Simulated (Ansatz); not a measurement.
The calculation's input:

```
crystal:
  periodic: [false, false, false]
  atoms:
    - {symbol: C, position_ang: [-0.296349, 0.007046, -1.225658]}
    - {symbol: B, position_ang: [0.670235, -0.285808, -0.230285]}
    - {symbol: Ga, position_ang: [1.698738, 1.109937, -1.947185]}
    - {symbol: P, position_ang: [-0.826141, 0.685739, -2.614256]}
    - {symbol: H, position_ang: [0.980399, -0.805584, 0.780868]}
basis:
  gaussian:
    orbitals: def2-TZVPD
hamiltonian:
  xc: {name: PBE0}
total_charge: 0
output: {forces: true, orbitals: {seedname: orbitals}}
magnetization:
  spin_polarized: false
```

Run with:

```sh
ansatz run input.yaml --threads 1 --pin off --max-ram 2610MiB --events-out events.jsonl --progress --plain --runs-dir runs
```

Geometry: B3LYP/6-31G*.

All numbers below come from isolated molecule in a Gaussian basis; Kohn-Sham density functional theory, functional PBE0 in Ansatz.

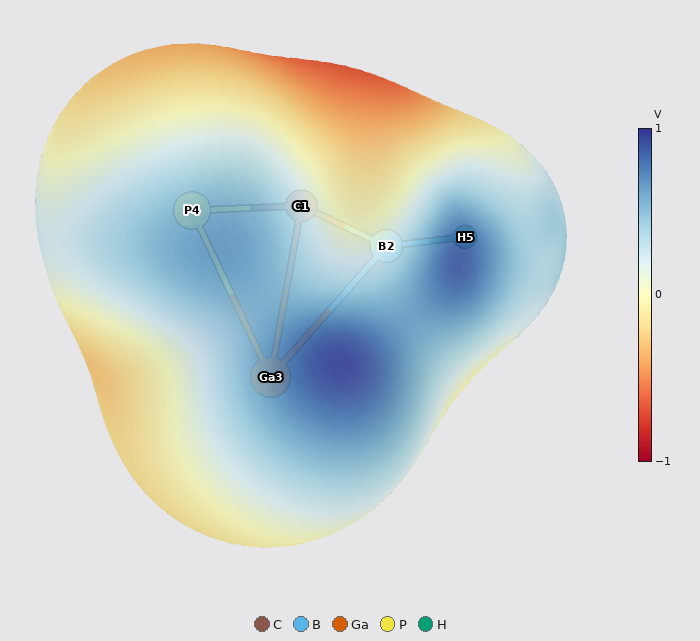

CHBGaP (SMILES [BH]1[C]2=[P][Ga]12). The molecular electrostatic potential painted on the density surface at 0.001 e/bohr³, seen at a tilt; the colour scale runs from red (negative) to blue (positive).

> Where is the surface potential most negative and most positive?

The most negative region (about −0.6 V) lies over C1, the most positive (about +1.0 V) over Ga3.
